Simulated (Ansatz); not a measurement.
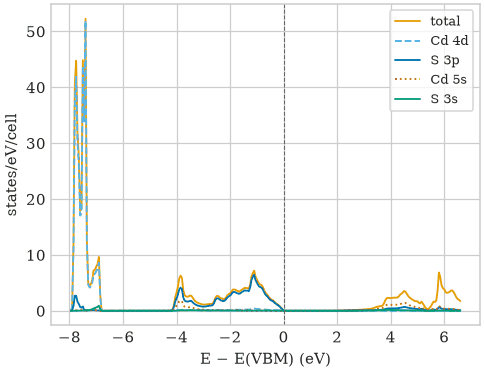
*Total and projected density of states of CdS (wurtzite, P6_3mc), plane-wave PAW r²SCAN (Ansatz code)*

**Question.** Which orbitals carry the states next to the gap?

**Answer.** Top 1 eV of the valence band: S 3p 90 %, Cd 4d 6 %. Bottom 1 eV of the conduction band: Cd 5s 60 %, S 3s 21 %, S 3p 16 %. Projections are on Löwdin-orthogonalised atomic valence shells; empty p or d shells of many metals are not among them.

**Question.** Where is the tallest occupied peak in this window, and what makes it?

**Answer.** Near -7.4 eV, about 52 states/eV per cell; the largest projected share is Cd 4d.

The cell was relaxed with r²SCAN under the symmetry of its start; phonons on a q-mesh show no instability. Spin–orbit coupling is left out wherever it is not named.

Potentials: the later of the program's two PAW sets.
